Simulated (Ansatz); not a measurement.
# Si2H5 (SMILES [SiH2][SiH3]) at 6 levels

We compute a comparison of 6 runs (U-wB97M-V/STO-3G, UB2PLYP/STO-3G, UBHLYP/STO-3G, UMP2/STO-3G, UCCSDTQ/STO-3G, UCCSD/STO-3G) of Si2H5. 

The results are computed with Ansatz 0.2.0.

29 further runs of the same task are left out: 29 set aside as unsound or not needed.

## 1. The molecule

Si2H5: 7 atoms, total charge 0, spin state doublet. As SMILES, `[SiH2][SiH3]`. The H4–Si1 distance was set to 2.977 Å, away from the relaxed value. At this shape a bond of the SMILES string is far longer than usual.

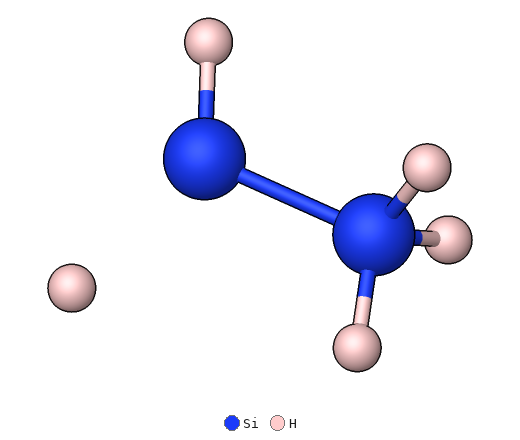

The structure, seen from a chosen angle (silicon blue, hydrogen pink).

## 2. A single-point energy at U-wB97M-V/STO-3G (run 1)

Contents of in.yaml:

```yaml
crystal:
  periodic: [false, false, false]
  atoms:
    - symbol: Si
      position_ang: [1.154441, -1.097792, 0.343416]
    - symbol: Si
      position_ang: [1.721941, 1.152608, 0.472516]
    - symbol: H
      position_ang: [1.361441, -1.860492, 1.604816]
    - symbol: H
      position_ang: [-1.573600, -1.624600, -0.725600]
    - symbol: H
      position_ang: [1.574041, 1.766208, -0.873484]
    - symbol: H
      position_ang: [0.868241, 1.906508, 1.433116]
    - symbol: H
      position_ang: [3.138941, 1.270208, 0.906716]
basis:
  gaussian:
    orbitals: STO-3G
accuracy: high
magnetization:
  spin_polarized: true
  initial_magnetization: 1
hamiltonian:
  xc: {name: wB97M-V}
```

The run is started by

```sh
ansatz run in.yaml --threads 1 --pin off --max-ram 2610MiB --events-out events.jsonl --progress --plain --runs-dir runs
```

Standard output:

```text
Warning: RAYON_NUM_THREADS=1 ignored (pool sized by the plan → 1); use --threads N
Functional definition: wB97M-V
  name "wB97M-V"
  parameter omega = 0.3/bohr
  parameter cx = 0.15
  parameter cx01 = 1.007
  parameter cx10 = 0.259
  parameter css00 = 0.443
  parameter css04 = -1.437
  parameter css10 = -4.535
  parameter css20 = -3.390
  parameter css43 = 4.278
  parameter cos00 = 1.000
  parameter cos10 = 1.358
  parameter cos20 = 2.924
  parameter cos21 = -8.812
  parameter cos60 = -1.390
  parameter cos61 = 9.142
  parameter b = 6.0
  parameter c = 0.01
  gx(w, u) = 1 - cx + cx01*u + cx10*w
  gss(w, u) = css00 + css04*u^4 + css10*w + css20*w^2 + css43*w^4*u^3
  gos(w, u) = cos00 + cos10*w + (cos20 + cos21*u)*w^2 + (cos60 + cos61*u)*w^6
  exchange = spin_sum(e_x_unif_sr(omega)*gx(b97_w, b97_u_x)) + cx*exact_x_sr(omega) + exact_x_lr(omega)
  correlation = spin_sum(e_c_pw_mod_same_spin*gss(b97_w, b97_u_same))
      + integral(e_c_pw_mod_opposite_spin*gos(b97_w_opposite, b97_u_opposite)) + vv10(b, c)
409 factors; integrals over basis functions are off by at most 5.3e-9 eV
178 factors; integrals over basis functions are off by at most 8.2e-10 eV
mean field evaluation 1: about -15640.4305 eV, gradient 1.4e1 eV
mean field evaluation 2: about -15635.8304 eV, gradient 1.7e1 eV
mean field evaluation 4: about -15646.7290 eV, gradient 3.3e0 eV
mean field evaluation 8: about -15646.5455 eV, gradient 3.1e-1 eV
mean field evaluation 16: about -15648.0676 eV, gradient 1.1e-5 eV
mean field -15648.06756534 eV, -575.0558763850 hartree, gradient 3.9e-8 eV, S^2 0.887813; 2 other end points of the search recorded, 0 dependent functions left out
reference -15648.06756862 eV, -575.0558765055 hartree; 17, 16 occupied and 6, 7 virtual orbitals, 409 factors
Total energy: -15648.06756862 eV, -575.0558765055 hartree
```

Run time: 33 s. Hardware: 1 thread of Arm Neoverse V1, shared host; peak memory 0.61 GiB.

## 3. A single-point energy at UB2PLYP/STO-3G (run 2)

Contents of in.yaml:

```yaml
crystal:
  periodic: [false, false, false]
  atoms:
    - {symbol: Si, position_ang: [1.154441, -1.097792, 0.343416]}
    - {symbol: Si, position_ang: [1.721941, 1.152608, 0.472516]}
    - {symbol: H, position_ang: [1.361441, -1.860492, 1.604816]}
    - {symbol: H, position_ang: [-1.573600, -1.624600, -0.725600]}
    - {symbol: H, position_ang: [1.574041, 1.766208, -0.873484]}
    - {symbol: H, position_ang: [0.868241, 1.906508, 1.433116]}
    - {symbol: H, position_ang: [3.138941, 1.270208, 0.906716]}
basis:
  gaussian: {orbitals: STO-3G}
magnetization: {spin_polarized: true, initial_magnetization: 1}
hamiltonian: {xc: {name: B2PLYP}}
correlation: {frozen_orbitals: {H: 0, Si: 5}}
accuracy: high
```

The run is started by

```sh
ansatz run in.yaml --threads 1 --pin off --max-ram 2610MiB --events-out events.jsonl --progress --plain --runs-dir runs
```

Standard output, shortened:

```text
Warning: RAYON_NUM_THREADS=1 ignored (pool sized by the plan → 1); use --threads N
Functional definition: B2PLYP
  name "B2PLYP"
[...]
409 factors; integrals over basis functions are off by at most 5.3e-9 eV
[...]
mean field -15638.63488362 eV, -574.7092317255 hartree, gradient 3.1e-8 eV, S^2 1.132376; 4 other end points of the search recorded, 0 dependent functions left out
10 core orbitals not correlated: weight in the atoms' cores, before any rotation towards them, 1.000 or more for the frozen orbitals, at most 0.000 for the correlated occupied ones
reference -15638.63490513 eV, -574.7092325160 hartree; 7, 6 occupied and 6, 7 virtual orbitals, 409 factors
second order -2.25968576 eV of doubles, -0.00000000 eV of singles
Total energy: -15639.24502028 eV, -574.7316538344 hartree
```

Wall time 8.1 s (1 thread of Arm Neoverse V1, shared host); peak memory 0.15 GiB.

Runs 3 to 5 aren't shown in full; the table further down has their settings and results.

## 4. A single-point energy at UCCSD/STO-3G (run 6)

Contents of input.yaml:

```yaml
basis:
  gaussian:
    orbitals: STO-3G
crystal:
  periodic: [false, false, false]
  atoms:
    - {symbol: Si, position_ang: [1.154441, -1.097792, 0.343416]}
    - {symbol: Si, position_ang: [1.721941, 1.152608, 0.472516]}
    - {symbol: H, position_ang: [1.361441, -1.860492, 1.604816]}
    - {symbol: H, position_ang: [-1.573600, -1.624600, -0.725600]}
    - {symbol: H, position_ang: [1.574041, 1.766208, -0.873484]}
    - {symbol: H, position_ang: [0.868241, 1.906508, 1.433116]}
    - {symbol: H, position_ang: [3.138941, 1.270208, 0.906716]}
magnetization:
  spin_polarized: true
  initial_magnetization: 1
correlation:
  method: ccsd
  frozen_orbitals: {H: 0, Si: 5}
accuracy: high
scf:
  omitted_lower_state_checks: [cluster_reference, increment]
```

The run is started by

```sh
ansatz run input.yaml --threads 1 --pin off --max-ram 2610MiB --events-out events.jsonl --progress --plain --runs-dir runs
```

Standard output, shortened:

```text
Warning: RAYON_NUM_THREADS=1 ignored (pool sized by the plan → 1); use --threads N
Functional definition: HF
  name "HF"
[...]
409 factors; integrals over basis functions are off by at most 5.3e-9 eV
[...]
mean field -15616.83672800 eV, -573.9081642820 hartree, gradient 6.7e-8 eV, S^2 1.258889; 7 other end points of the search recorded, 0 dependent functions left out
10 core orbitals not correlated: weight in the atoms' cores, before any rotation towards them, 1.000 or more for the frozen orbitals, at most 0.000 for the correlated occupied ones
reference -15616.83672800 eV, -573.9081642820 hartree; 7, 6 occupied and 6, 7 virtual orbitals, 409 factors
second order -1.70706779 eV of doubles, -0.00000000 eV of singles
cycle   1  -2.24968191 eV  change   -5.4e-1 eV  update   6.5e-2
[...]
cycle  42  -2.64945425 eV  change   7.4e-10 eV  update  3.5e-10
Total energy: -15619.48618226 eV, -574.0055299300 hartree
Checks for a lower state left out: cluster_reference, increment
```

It took 0.52 s on 1 thread of Arm Neoverse V1, shared host.

## 5. Overview of the runs

```
run             level  frozen core orbitals  energy (Eh)   ⟨S²⟩  wall time
  1  U-wB97M-V/STO-3G                     –  -575.055877  0.888       33 s
  2    UB2PLYP/STO-3G                    10  -574.731654  1.132      8.1 s
  3     UBHLYP/STO-3G                     –  -575.032164  1.092      5.7 s
  4       UMP2/STO-3G                    10  -573.970898  1.259     0.36 s
  5    UCCSDTQ/STO-3G                    10  -574.007523  1.259       65 s
  6      UCCSD/STO-3G                    10  -574.005530  1.259     0.52 s
```

## 6. Outcome

| quantity | value |
| --- | --- |
| run 6: total energy | -574.00553 Eh |
| run 6: correlation energy (10 core orbitals frozen) | -97.4 mEh |
| run 6: ⟨S²⟩ of the reference determinant | 1.259 |
| run 6: T1 diagnostic | 0.051 |

**Reading.** Totals of different functionals can't be ranked against each other. In runs 1, 2, 3, 4, 5, 6 the basis is minimal, so the values are rough. Spin contamination of the reference: run 4 ⟨S²⟩ = 1.26, run 5 ⟨S²⟩ = 1.26, run 6 ⟨S²⟩ = 1.26, run 2 ⟨S²⟩ = 1.13, run 3 ⟨S²⟩ = 1.09, run 1 ⟨S²⟩ = 0.89. All runs together took 1.9 min, the longest 65 s.
